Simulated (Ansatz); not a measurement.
## Electronic structure of CH$_{7}$BOSi (SMILES B[SiH2]OC) in real space

The calculation's input:

```
crystal:
  periodic: [false, false, false]
  atoms:
    - {symbol: B, position_ang: [-1.709346, 1.465805, -0.828296]}
    - {symbol: Si, position_ang: [-0.630270, 0.228226, 0.312262]}
    - {symbol: O, position_ang: [0.753682, -0.235757, -0.453759]}
    - {symbol: C, position_ang: [1.684156, -1.105786, 0.144204]}
    - {symbol: H, position_ang: [-1.379159, 1.807834, -1.924160]}
    - {symbol: H, position_ang: [-2.743411, 1.890395, -0.400223]}
    - {symbol: H, position_ang: [-0.295733, 0.894352, 1.611981]}
    - {symbol: H, position_ang: [-1.447497, -0.976566, 0.667053]}
    - {symbol: H, position_ang: [2.082839, -0.688948, 1.077090]}
    - {symbol: H, position_ang: [1.236893, -2.082631, 0.364690]}
    - {symbol: H, position_ang: [2.513145, -1.253923, -0.550240]}
basis:
  gaussian: {orbitals: def2-TZVPP}
hamiltonian: {xc: pbe0, dispersion: d4}
output: {orbitals: {seedname: orbitals}}
```

Run with:

```sh
ansatz run in.yaml --threads 2 --pin off --events-out ev --progress --plain --max-ram 4352MiB
```

Geometry: PBE0-D4/def2-TZVP.

Theory: RKS PBE0-D4/def2-TZVPP (Ansatz).

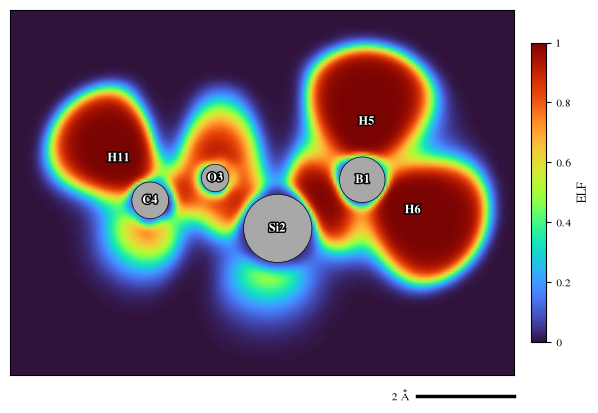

Figure 1. ELF on the plane of atoms O3, C4 and H11. Grey discs cover the atomic cores.

> Describe what can be read from this map.

- The plane passes through B, Si, O, C and H nuclei.
- C–O (1.41 Å): the ELF peaks at about 0.85 between the atoms (a shared but strongly polarised pair).
- Si–O (1.65 Å): the ELF peaks at about 0.90 between the atoms (a shared but strongly polarised pair).
- Si–B (2.00 Å): the ELF peaks at about 1 between the atoms; a covalent bond.
- C–H (1.09 Å): the ELF climbs to about 1 towards the hydrogen, as it does in any bond to H; a covalent bond by its length.
- B–H (1.19 Å): the ELF climbs to about 1 towards the hydrogen (an ordinary covalent bond to hydrogen).
- The ELF also peaks beside O3, away from the bonds: lone-pair regions.

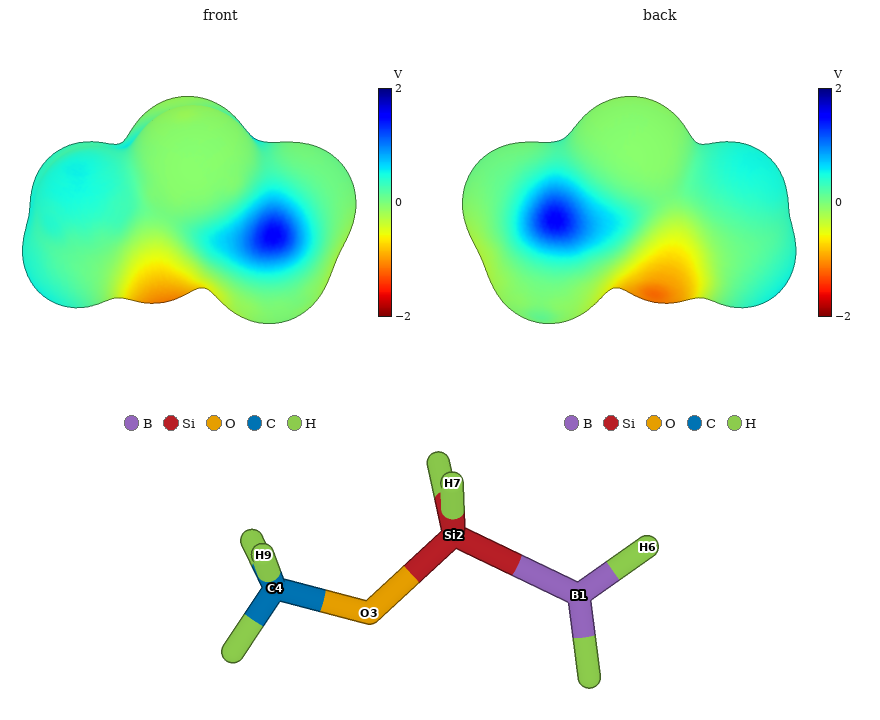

Figure 2. The electrostatic potential painted on the density surface at 0.001 e/bohr³, seen from the front and from behind; red is negative and blue positive. The bare structure is drawn below in the same view.

> Where is the surface potential most negative and most positive?

The most negative region (about −1.1 V) lies over O3, the most positive (about +1.5 V) over B1. O3 is the likeliest acceptor of a hydrogen bond.

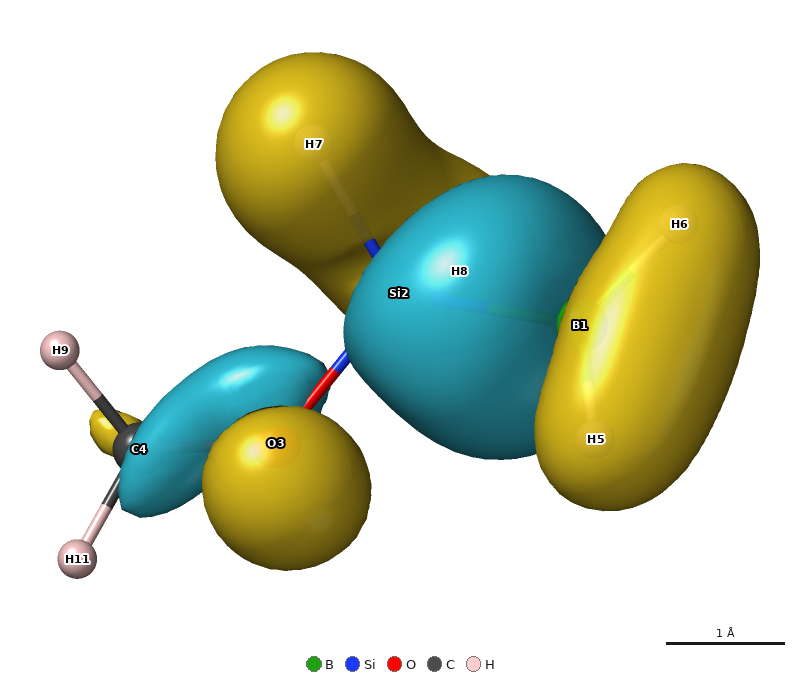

Figure 3. The HOMO−1 at ±0.1 Å⁻³ᐟ² (yellow and cyan are the two phases), seen at a tilt.

> Where does this orbital lie, and at what energy?

Its weight (Hirshfeld) is mainly on Si2 (about 30 %), B1 (about 30 %), O3 (about 10 %), H8 (about 5 %) and H7 (about 5 %). Its energy is −8.21 eV.
